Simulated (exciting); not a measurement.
Consider Ba2NF, space group R-3m.

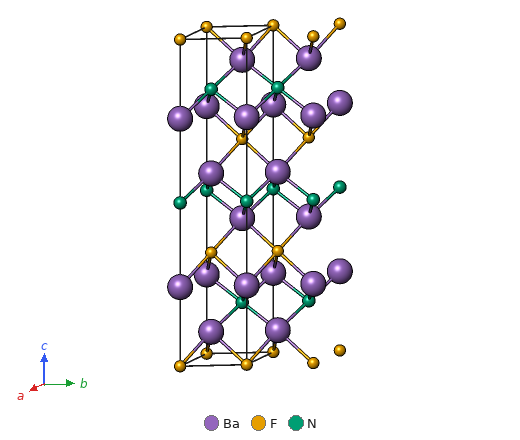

The structure (barium purple, fluorine orange, nitrogen teal). Bonds to atoms that aren't drawn are left out. 1×2×1 conventional cells are drawn. Some periodic images of atoms are drawn too.

```
Ba F N
1.0
     2.01082    1.16095    6.67510
    -2.01082    1.16095    6.67510
     0.00000   -2.32190    6.67510
Ba F N
2 1 1
Direct
  0.24236 0.24236 0.24236
  0.75764 0.75764 0.75764
  0.00000 0.00000 0.00000
  0.50000 0.50000 0.50000
```

Absorber: atom 4, with 6 Ba at 2.77 Å (octahedral, site symmetry -3m). Method: exciting, all-electron LAPW+lo, LDA, exchange and screened direct term (singlet BSE), 3×3×3 shifted k points, 57 conduction bands, |G+q| up to 3 bohr⁻¹, full RPA screening with nempty = 86, Lorentzian half width 0.45 eV.

**Question.** What does the N K spectrum look like, and is there a bound core exciton?

Bound core exciton? Undecided on this mesh: the first bright state (over 5 % of the brightest) lies at 0.01 eV from the Kohn–Sham onset; weaker or dark states reach down to -0.59 eV. Maxima (height): 1.3 eV (1.00), 3.2 eV (0.64), 5.2 eV (0.68), 7.2 eV (0.60), 10.1 eV (0.20), 12.3 eV (0.22) and 17.0 eV (0.30); 1 lower ones aren't listed.

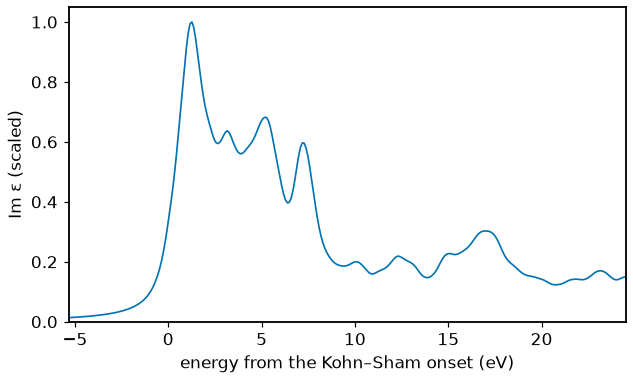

Energy from the Kohn–Sham onset, core level to the lowest empty state found on the meshes used; Im ε in relative units.

With 27 k points the binding energies are rough, and fine structure above the first lines is partly noise of the mesh. The kernel cutoff is low for a compact core orbital, so the effect of exchange is a lower bound. The zero comes from the shifted mesh, which comes near the band minimum without meeting it. The Kohn–Sham onset, 372 eV, is no photon energy: the scale needs a rigid shift. Bands and screening come from semilocal DFT, whose small gap overscreens. Vibrations and energy-dependent lifetimes are left out. The structure is a Materials Project entry, computed there, and may be a hypothetical form.

[Banner, clock and machine lines of the logs are left out without a mark of their own.]

[Logs are printed without paths, hosts, clocks, repeated set-up lines and the standing remarks that a program may print on its own settings, such as how far it seeks lower states.]

[Hosts, paths, dates, database ids (printed as entryN), source tags and the programs' standing remarks are cut or masked in the printed files.]
